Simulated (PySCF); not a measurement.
## Electronic structure of C₅H₁₀O₂Si in real space

The calculation's input:

```
{"job": {"kind": "nmr", "xc": "PBE0", "basis": "pcSseg-1"}, "charge": 0, "multiplicity": 1}
C     -2.307154     0.199499    -0.273945
C     -0.828995     0.042981    -0.615263
C     -0.268413    -1.257944    -0.025678
O      1.079350    -1.479531    -0.380482
C      2.031767    -0.789587     0.385090
C      1.985431     0.723439     0.264059
O      2.980266     1.395390     0.405959
Si     0.247492     1.500907    -0.013269
H     -2.701964     1.109797    -0.717032
H     -2.450407     0.255174     0.802855
H     -2.882783    -0.644515    -0.650948
H     -0.740054    -0.045121    -1.703305
H     -0.812933    -2.118923    -0.427112
H     -0.380432    -1.260906     1.069084
H      1.907135    -1.017123     1.459482
H      3.008487    -1.164080     0.066499
H      0.328374     2.603422    -0.967248
H     -0.203925     1.953439     1.309597
```

Command:

```sh
OMP_NUM_THREADS=1 python probes_run.py task.json out
```

Geometry: GFN2-xTB.

Method: PySCF 2.14.0, PBE0/pcSseg-1, SCF density, gas phase, non-relativistic.

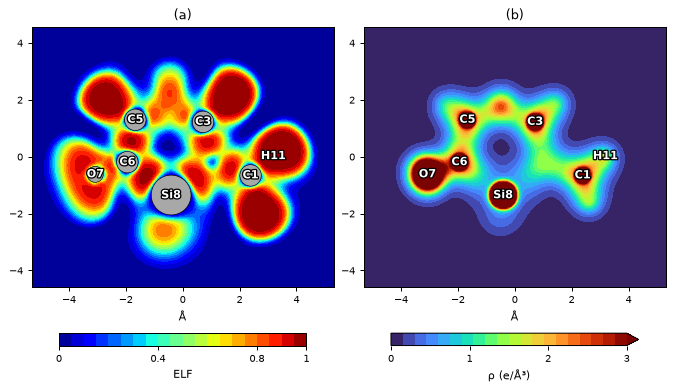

Figure 1. (a) ELF; (b) electron density on the plane of atoms O7, C6 and Si8. Grey discs cover the atomic cores in the ELF map.

> What do the fields say about this system?

- The section cuts through C, O, Si and H sites.
- C–O (1.21 Å): ρ at the midpoint is about 3.3 e/Å³; the ELF peaks at about 0.85 between the atoms (a multiple bond).
- C–C (1.52 Å): ρ at the midpoint is about 1.7 e/Å³; the ELF peaks at about 0.95 between the atoms; a shared electron pair.
- C–Si (1.92 Å): ρ at the midpoint is about 0.92 e/Å³; the ELF peaks at about 1 between the atoms; localised, covalent bonding.
- C–H (1.09 Å): the density is about 2 e/Å³ at the midpoint; the ELF climbs to about 1 towards the hydrogen, as it does in any bond to H (a covalent bond by its length).
- The ELF also peaks beside O7 and O4, away from the bonds: lone-pair regions.

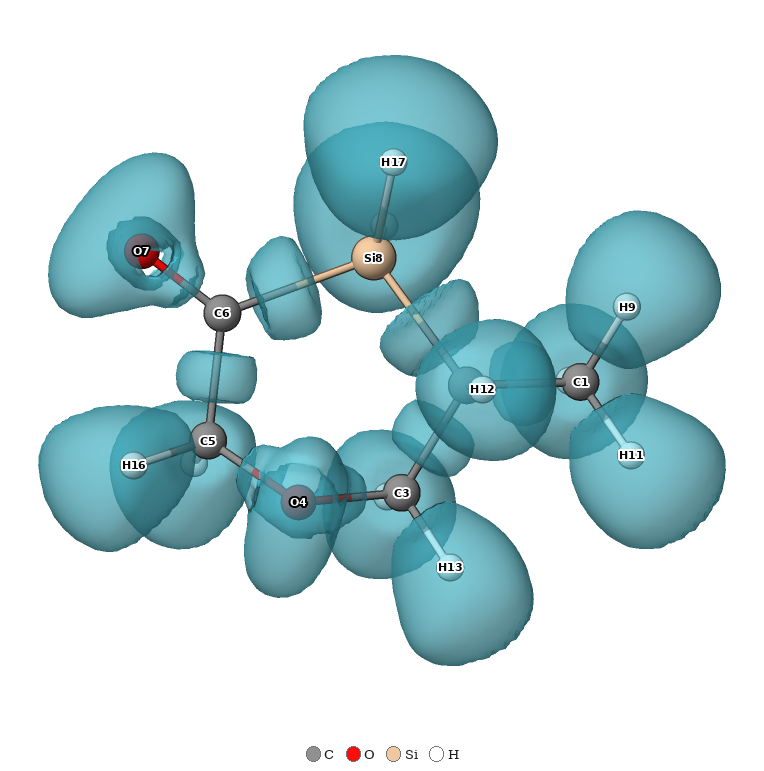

Figure 2. Isosurface of the ELF at 0.75 (cyan), seen at a tilt. Core shells and regions of very low density are left out.

> Describe the localisation domains.

At this value the surface marks out three regions between bonded C–C atoms (shared pairs), two regions between bonded C–Si atoms (shared pairs), ten regions around hydrogen nuclei and two regions on O in which the atom's valence shell and bonds are merged.

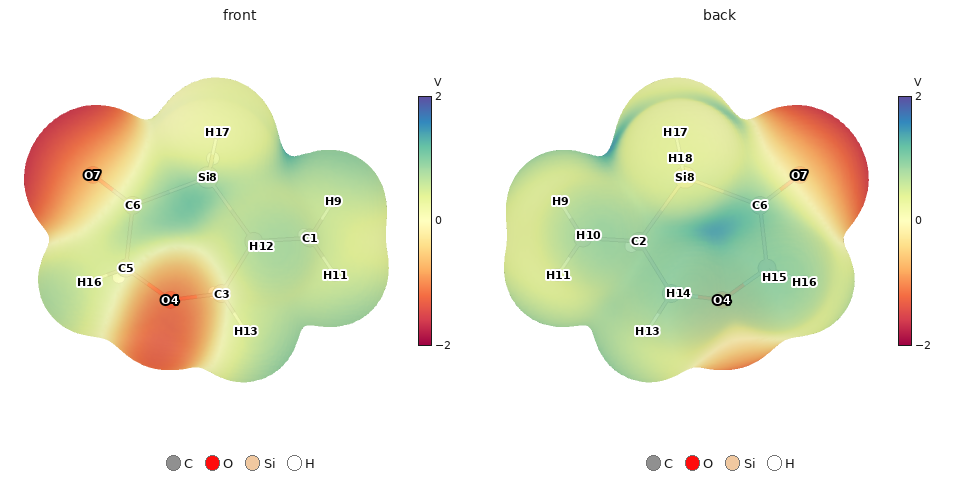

Figure 3. The molecular electrostatic potential painted on the density surface at 0.002 e/bohr³, seen from the front and from behind; red is negative and blue positive.

> Which sites attract a positive test charge, and which a negative one?

A positive charge is drawn to the negative regions and a negative charge to the positive ones. The most negative region (about −1.6 V) lies over O7, the most positive (about +1.3 V) over C5, Si8 and H14. O7 is the likeliest acceptor of a hydrogen bond.
